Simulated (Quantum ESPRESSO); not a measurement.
## E(q) of NiO from supercells

Wanted: E(q) of NiO at simple fractions of a reciprocal vector.

Calculated with Quantum ESPRESSO 7.5; LDA with U = 6 eV on Ni d (ortho-atomic projectors); plane waves with GBRV 1.5 LDA potentials, no spin-orbit coupling, flat spiral in a supercell.

### Step 1. Set-up

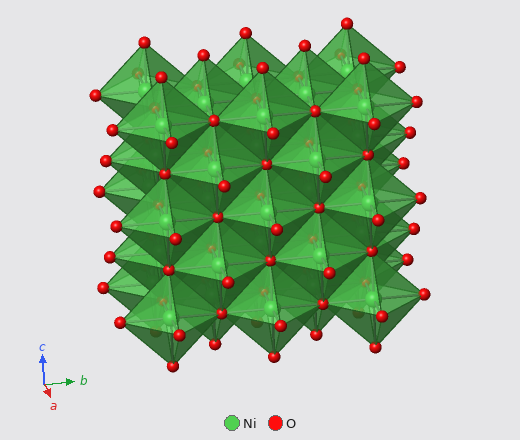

The starting structure, seen slightly off an axis (nickel green, oxygen red). 1×2×2 cells are drawn. This picture shows the conventional cell, with its axes. Some periodic images of atoms are drawn too.

As a file:

```cif
data_structure
_symmetry_space_group_name_H-M 'Fm-3m'
_symmetry_Int_Tables_number 225
_cell_length_a 4.1718
_cell_length_b 4.1718
_cell_length_c 4.1718
_cell_angle_alpha 90.000
_cell_angle_beta 90.000
_cell_angle_gamma 90.000
_cell_volume 72.61
loop_
_atom_site_label
_atom_site_type_symbol
_atom_site_symmetry_multiplicity
_atom_site_Wyckoff_symbol
_atom_site_fract_x
_atom_site_fract_y
_atom_site_fract_z
_atom_site_occupancy
Ni1 Ni 4 a 0.00000 0.00000 0.00000 1
O1 O 4 b 0.50000 0.00000 0.00000 1
```

The cell comes from the Crystallography Open Database.

### Step 2. Parallel moments, one cell

File pw.in:

```
&CONTROL
  calculation = 'scf'
  prefix = 'pwscf'
  outdir = './tmp'
  pseudo_dir = './pseudo'
  disk_io = 'nowf'
/
&SYSTEM
  ibrav = 0
  celldm(1) = 8
  nat = 2
  ntyp = 2
  ecutwfc = 34
  ecutrho = 238
  nbnd = 38
  occupations = 'smearing'
  smearing = 'fd'
  degauss = 0.00734986
  noncolin = .true.
  starting_magnetization(1) = 0.1111
  angle1(1) = 90
  angle2(1) = 0
  starting_magnetization(2) = 0
/
&ELECTRONS
  conv_thr = 2d-08
  electron_maxstep = 150
  mixing_beta = 0.3
/
ATOMIC_SPECIES
Ni     58.6934 ni_lda_v1.4.uspp.F.UPF
O      15.9990 o_lda_v1.2.uspp.F.UPF
CELL_PARAMETERS alat
   0.0000000000000    0.4927228531442    0.4927228531442
   0.4927228531442    0.0000000000000    0.4927228531442
   0.4927228531442    0.4927228531442    0.0000000000000
ATOMIC_POSITIONS crystal
Ni      0.0000000000    0.0000000000    0.0000000000
O       0.5000000000    0.5000000000    0.5000000000
K_POINTS automatic
6 6 12 0 0 0
HUBBARD {ortho-atomic}
U Ni-3d 6.0000
```

On the command line:

```
$ OMP_NUM_THREADS=1 mpirun -n 4 pw.x -nk 4 -in pw.in > pw.out
```

Output:

```text
Program PWSCF v.7.5 starts

     Message from routine setup:
     using ibrav=0 with symmetry is DISCOURAGED, use correct ibrav instead

     K-points division:     npool     =       4
     Subspace diagonalization in iterative solution of the eigenvalue problem:

     G-vector sticks info
     --------------------
     sticks:   dense  smooth     PW     G-vecs:    dense   smooth      PW
     Sum         511     295     97                 7631     3287     645

     Using Slab Decomposition

     bravais-lattice index     =            0
     lattice parameter (alat)  =       8.0000  a.u.
     unit-cell volume          =     122.4921 (a.u.)^3
     number of atoms/cell      =            2
     number of atomic types    =            2
     number of electrons       =        24.00
     number of Kohn-Sham states=           38
     kinetic-energy cutoff     =      34.0000  Ry
     charge density cutoff     =     238.0000  Ry
     scf convergence threshold =      2.0E-08
     mixing beta               =       0.3000
     number of iterations used =            8  plain     mixing
     Exchange-correlation= SLA  PZ   NOGX NOGC
                           (   1   1   0   0   0   0   0)
     Noncollinear calculation without spin-orbit

     Hubbard projectors: ortho-atomic
     Hubbard parameters of DFT+U (Dudarev formulation) in eV:
     U(Ni-3d) =  6.0000

     Internal variables: lda_plus_u =T, lda_plus_u_kind = 0

     Internal variables: orbital_resolved =F, hub_pot_fix =F, apply_U = F

     celldm(1)=   8.000000  celldm(2)=   0.000000  celldm(3)=   0.000000
     celldm(4)=   0.000000  celldm(5)=   0.000000  celldm(6)=   0.000000

     crystal axes: (cart. coord. in units of alat)
               a(1) = (   0.000000   0.492723   0.492723 )
               a(2) = (   0.492723   0.000000   0.492723 )
               a(3) = (   0.492723   0.492723   0.000000 )

     reciprocal axes: (cart. coord. in units 2 pi/alat)
               b(1) = ( -1.014769  1.014769  1.014769 )
               b(2) = (  1.014769 -1.014769  1.014769 )
               b(3) = (  1.014769  1.014769 -1.014769 )

     PseudoPot. # 1 for Ni read from file:
     ni_lda_v1.4.uspp.F.UPF
     Pseudo is Ultrasoft + core correction, Zval = 18.0
     Generated by new atomic code, or converted to UPF format
     Using radial grid of  865 points,  6 beta functions with:
                l(1) =   0
                l(2) =   0
                l(3) =   1
                l(4) =   1
                l(5) =   2
                l(6) =   2
     Q(r) pseudized with 10 coefficients,  rinner =    0.980   0.980   0.980
                                                       0.980   0.980

     PseudoPot. # 2 for O  read from file:
     o_lda_v1.2.uspp.F.UPF
     Pseudo is Ultrasoft + core correction, Zval =  6.0
     Generated by new atomic code, or converted to UPF format
     Using radial grid of  737 points,  5 beta functions with:
                l(1) =   0
                l(2) =   0
                l(3) =   1
                l(4) =   1
                l(5) =   2
     Q(r) pseudized with  8 coefficients,  rinner =    0.900   0.900   0.900
                                                       0.900   0.900

     atomic species   valence    mass     pseudopotential
     Ni               18.00    58.69340     Ni( 1.00)
     O                 6.00    15.99900     O ( 1.00)

     16 Sym. Ops., with inversion, found

   Cartesian axes

     site n.     atom                  positions (alat units)
         1        Ni     tau(   1) = (   0.0000000   0.0000000   0.0000000  )
         2        O      tau(   2) = (   0.4927229   0.4927229   0.4927229  )

     number of k points=    93  Fermi-Dirac smearing, width (Ry)=  0.0073
                       cart. coord. in units 2pi/alat
        k(    1) = (   0.0000000   0.0000000   0.0000000), wk =   0.0023148
        k(    2) = (   0.0845641   0.0845641  -0.0845641), wk =   0.0046296
        k(    3) = (   0.1691282   0.1691282  -0.1691282), wk =   0.0185185
        k(    4) = (   0.2536923   0.2536923  -0.2536923), wk =   0.0046296
        k(    5) = (   0.3382564   0.3382564  -0.3382564), wk =   0.0185185
        [... 88 further k-points ...]

     Dense  grid:     7631 G-vectors     FFT dimensions: (  27,  27,  27)

     Smooth grid:     3287 G-vectors     FFT dimensions: (  24,  24,  24)

     Check: negative core charge=   -0.000011
     Generating pointlists ...
     new r_m :   0.2032 (alat units)  1.6260 (a.u.) for type    1
     new r_m :   0.2032 (alat units)  1.6260 (a.u.) for type    2

     Initial potential from superposition of free atoms

     starting charge      22.0000, renormalised to      24.0000

     STARTING HUBBARD OCCUPATIONS:

     ================= HUBBARD OCCUPATIONS ================
     ------------------------ ATOM    1 ------------------------
     Tr[ns(  1)] (up, down, total) =   4.00000  4.00000  8.00000
     [... lines left out ...]
     Atomic magnetic moment mx, my, mz =     2.000000    0.000000    0.000000

     Number of occupied Hubbard levels =    8.0000

 ==============================================================================
     atom number    1 relative position :    0.0000   0.0000   0.0000
     charge :    16.785778  (integrated on a sphere of radius 0.203)
     magnetization :          1.852315    0.000000    0.000000
     magnetization/charge:    0.110350    0.000000    0.000000
     polar coord.: r, theta, phi [deg] :     1.852315   90.000000    0.000000

 ==============================================================================

 ==============================================================================
     atom number    2 relative position :    0.4927   0.4927   0.4927
     charge :     5.497597  (integrated on a sphere of radius 0.203)
     magnetization :          0.006224    0.000000    0.000000
     magnetization/charge:    0.001132    0.000000    0.000000
     polar coord.: r, theta, phi [deg] :     0.006224   90.000000    0.000000

 ==============================================================================

     Atomic wfc used for Hubbard projectors are orthogonalized

     Starting wfcs are   34 randomized atomic wfcs +    4 random wfcs

     Self-consistent Calculation

     iteration #  1     ecut=    34.00 Ry     beta= 0.30
     Davidson diagonalization with overlap
     ethr =  1.00E-02,  avg # of iterations =  6.4

     ================= HUBBARD OCCUPATIONS ================
     ------------------------ ATOM    1 ------------------------
     Tr[ns(  1)] (up, down, total) =   1.99934  1.99934  3.99869
     [... lines left out ...]
     Atomic magnetic moment mx, my, mz =     2.393214   -0.000000    0.000000

     Number of occupied Hubbard levels =    3.9987

     total energy              =    -367.24312538 Ry
     estimated scf accuracy    <      28.06063077 Ry

     total magnetization       =     2.59    -0.00     0.00 Bohr mag/cell
     absolute magnetization    =     2.63 Bohr mag/cell

     iteration #  2     ecut=    34.00 Ry     beta= 0.30
     Davidson diagonalization with overlap
     ethr =  1.00E-02,  avg # of iterations =  3.0

     total energy              =    -373.70003764 Ry
     estimated scf accuracy    <      11.00709457 Ry

     total magnetization       =     0.20    -0.00     0.00 Bohr mag/cell
     absolute magnetization    =     0.21 Bohr mag/cell

     iteration #  3     ecut=    34.00 Ry     beta= 0.30
     Davidson diagonalization with overlap
     ethr =  1.00E-02,  avg # of iterations =  2.1

     total energy              =    -375.06416495 Ry
     estimated scf accuracy    <       0.39590601 Ry

     total magnetization       =     2.00    -0.00    -0.00 Bohr mag/cell
     absolute magnetization    =     2.01 Bohr mag/cell

     [... further iterations left out ...]

     iteration #  8     ecut=    34.00 Ry     beta= 0.30
     Davidson diagonalization with overlap
     ethr =  2.51E-07,  avg # of iterations =  1.9

     total energy              =    -375.26745520 Ry
     estimated scf accuracy    <       0.00000744 Ry

     total magnetization       =     2.00     0.00    -0.00 Bohr mag/cell
     absolute magnetization    =     2.01 Bohr mag/cell

     iteration #  9     ecut=    34.00 Ry     beta= 0.30
     Davidson diagonalization with overlap
     ethr =  3.10E-08,  avg # of iterations =  1.0

     total energy              =    -375.26746119 Ry
     estimated scf accuracy    <       0.00000392 Ry

     total magnetization       =     2.00     0.00    -0.00 Bohr mag/cell
     absolute magnetization    =     2.01 Bohr mag/cell

     iteration # 10     ecut=    34.00 Ry     beta= 0.30
     Davidson diagonalization with overlap
     ethr =  1.64E-08,  avg # of iterations =  1.8

     total energy              =    -375.26746417 Ry
     estimated scf accuracy    <       0.00000012 Ry

     total magnetization       =     2.00    -0.00    -0.00 Bohr mag/cell
     absolute magnetization    =     2.01 Bohr mag/cell

     iteration # 11     ecut=    34.00 Ry     beta= 0.30
     Davidson diagonalization with overlap
     ethr =  4.89E-10,  avg # of iterations =  2.0

 ==============================================================================
     atom number    1 relative position :    0.0000   0.0000   0.0000
     charge :    15.621667  (integrated on a sphere of radius 0.203)
     magnetization :          1.697324   -0.000000    0.000000
     magnetization/charge:    0.108652   -0.000000    0.000000
     polar coord.: r, theta, phi [deg] :     1.697324   90.000000   -0.000000

 ==============================================================================

 ==============================================================================
     atom number    2 relative position :    0.4927   0.4927   0.4927
     charge :     5.692625  (integrated on a sphere of radius 0.203)
     magnetization :          0.241754    0.000000    0.000000
     magnetization/charge:    0.042468    0.000000    0.000000
     polar coord.: r, theta, phi [deg] :     0.241754   90.000000    0.000000

 ==============================================================================

     End of self-consistent calculation

     ================= HUBBARD OCCUPATIONS ================
     ------------------------ ATOM    1 ------------------------
     Tr[ns(  1)] (up, down, total) =   4.11705  4.11705  8.23409
     [... lines left out ...]
     Atomic magnetic moment mx, my, mz =     1.715544   -0.000000   -0.000000

     Number of occupied Hubbard levels =    8.2341
     [... lines left out ...]
     the Fermi energy is    14.0756 ev

!    total energy              =    -375.26746677 Ry
     estimated scf accuracy    <          5.3E-09 Ry
     smearing contrib. (-TS)   =      -0.00000180 Ry
     internal energy E=F+TS    =    -375.26746497 Ry

     The total energy is F=E-TS. E is the sum of the following terms:
     one-electron contribution =    -216.08184509 Ry
     hartree contribution      =     122.22326303 Ry
     xc contribution           =     -42.25294625 Ry
     ewald contribution        =    -239.22330755 Ry
     Hubbard energy            =       0.06737090 Ry

     total magnetization       =     2.00    -0.00     0.00 Bohr mag/cell
     absolute magnetization    =     2.01 Bohr mag/cell

     convergence has been achieved in  11 iterations

=------------------------------------------------------------------------------=
   JOB DONE.
=------------------------------------------------------------------------------=
```

It took 16 s on 4 MPI ranks of Arm Neoverse V2, shared host; peak memory 0.3 GiB; 62 s of CPU time.

Spin moment in the atom's sphere by atom:

```tsv
atom	x (μB)	y (μB)	z (μB)	size
Ni1	1.70	0.00	0.00	1.70
O2	0.24	0.00	0.00	0.24
```

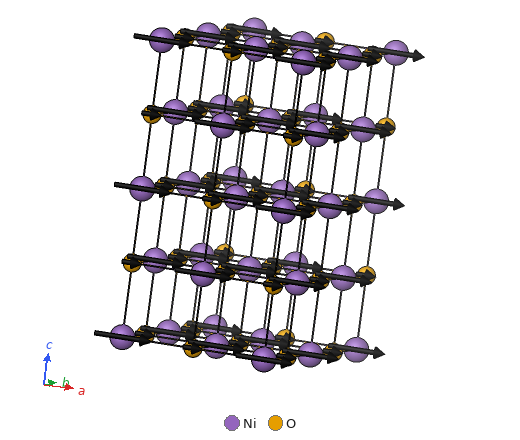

Spin moment in the atom's sphere as arrows, the longest 1.70 μB. Each arrow also spans its atom, so small moments look longer than they are. 1×2×2 conventional cells are drawn. Some periodic images of atoms are drawn too.

This step gave:

```yaml
smearing_term_ts: 2.45e-5 eV
magnetization: 2, 0, 0 μB
absolute_magnetization: 2.011 μB
final_state: ferromagnetic
```

### Step 3. One turn in 2 cells along the input cell's c

Neighbouring cells are turned by 180° in the xy plane; the cell holds 4 atoms.

File pw.in:

```
&CONTROL
  calculation = 'scf'
  prefix = 'pwscf'
  outdir = './tmp'
  pseudo_dir = './pseudo'
  disk_io = 'nowf'
/
&SYSTEM
  ibrav = 0
  celldm(1) = 8
  nat = 4
  ntyp = 4
  ecutwfc = 34
  ecutrho = 238
  nbnd = 66
  occupations = 'smearing'
  smearing = 'fd'
  degauss = 0.00734986
  noncolin = .true.
  starting_magnetization(1) = 0.1111
  angle1(1) = 90
  angle2(1) = 0
  starting_magnetization(2) = 0.1111
  angle1(2) = 90
  angle2(2) = 180
  starting_magnetization(3) = 0
  starting_magnetization(4) = 0
/
&ELECTRONS
  conv_thr = 4d-08
  electron_maxstep = 150
  mixing_beta = 0.3
/
ATOMIC_SPECIES
Ni1    58.6934 ni_lda_v1.4.uspp.F.UPF
Ni2    58.6934 ni_lda_v1.4.uspp.F.UPF
O1     15.9990 o_lda_v1.2.uspp.F.UPF
O2     15.9990 o_lda_v1.2.uspp.F.UPF
CELL_PARAMETERS alat
   0.0000000000000    0.4927228531442    0.4927228531442
   0.4927228531442    0.0000000000000    0.4927228531442
   0.9854457062883    0.9854457062883    0.0000000000000
ATOMIC_POSITIONS crystal
Ni1     0.0000000000    0.0000000000    0.0000000000
Ni2     0.0000000000    0.0000000000    0.5000000000
O1      0.5000000000    0.5000000000    0.2500000000
O2      0.5000000000    0.5000000000    0.7500000000
K_POINTS automatic
6 6 6 0 0 0
HUBBARD {ortho-atomic}
U Ni1-3d 6.0000
U Ni2-3d 6.0000
```

Output:

```text
     [... lines left out ...]
Program PWSCF v.7.5 starts
     [... lines left out ...]
     number of atoms/cell      =            4
     [... lines left out ...]
     number of electrons       =        48.00
     number of Kohn-Sham states=           66
     kinetic-energy cutoff     =      34.0000  Ry
     charge density cutoff     =     238.0000  Ry
     scf convergence threshold =      4.0E-08
     [... lines left out ...]
     Noncollinear calculation without spin-orbit
     [... lines left out ...]
      2 Sym. Ops. (no inversion) found
     [... lines left out ...]
     number of k points=   114  Fermi-Dirac smearing, width (Ry)=  0.0073
     [... lines left out ...]
     iteration # 13     ecut=    34.00 Ry     beta= 0.30
     [... lines left out ...]
     atom number    1 relative position :    0.0000   0.0000   0.0000
     [... lines left out ...]
     magnetization :          1.629057   -0.000013    0.000013
     [... lines left out ...]
     atom number    2 relative position :    0.4927   0.4927   0.0000
     [... lines left out ...]
     magnetization :         -1.629057    0.000021   -0.000021
     [... lines left out ...]
     atom number    3 relative position :    0.4927   0.4927   0.4927
     [... lines left out ...]
     magnetization :          0.000000    0.000000   -0.000000
     [... lines left out ...]
     atom number    4 relative position :    0.9854   0.9854   0.4927
     [... lines left out ...]
     magnetization :          0.000000    0.000000   -0.000000
     [... lines left out ...]
     Tr[ns(  1)] (up, down, total) =   4.13540  4.13539  8.27079
     [... lines left out ...]
     Tr[ns(  2)] (up, down, total) =   4.13538  4.13541  8.27079
     [... lines left out ...]
     the Fermi energy is    13.9598 ev
!    total energy              =    -750.55376445 Ry
     estimated scf accuracy    <       0.00000004 Ry
     smearing contrib. (-TS)   =      -0.00000001 Ry
     [... lines left out ...]
     total magnetization       =     0.00     0.00    -0.00 Bohr mag/cell
     absolute magnetization    =     3.51 Bohr mag/cell
     convergence has been achieved in  13 iterations
```

Elapsed: 86 s, on 4 MPI ranks; peak memory 0.57 GiB.

Spin moment in the atom's sphere by atom:

```tsv
atom	x (μB)	y (μB)	z (μB)	size
Ni1	1.63	0.00	0.00	1.63
Ni2	-1.63	0.00	0.00	1.63
O3	0.00	0.00	0.00	0.00
O4	0.00	0.00	0.00	0.00
```

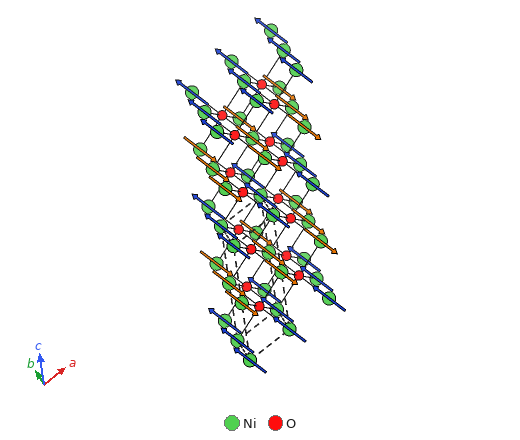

Spin moment in the atom's sphere as arrows, the longest 1.63 μB. The two directions have two colours. Bonds to atoms that aren't drawn are left out. 2×2×2 cells are drawn. Some periodic images of atoms are drawn too.

This step gave:

```yaml
smearing_term_ts: 1.16e-7 eV
magnetization: 0, 0, 0 μB
absolute_magnetization: 3.514 μB
final_state: antiferromagnetic
```

(Part 1 of 2 ends here.)

[Logs and program files are shortened in this print: banners, set-up blocks, solver, clock and traceback lines can be left out without a mark of their own.]

[Logs are printed without paths, hosts, clocks, repeated set-up lines and the standing remarks that a program may print on its own settings, such as how far it seeks lower states.]

[Hosts, paths, dates, database ids (printed as entryN), source tags and the programs' standing remarks are cut or masked in the printed files.]

[Where a cell is said to come from a database of computed structures, the database is the Materials Project.]
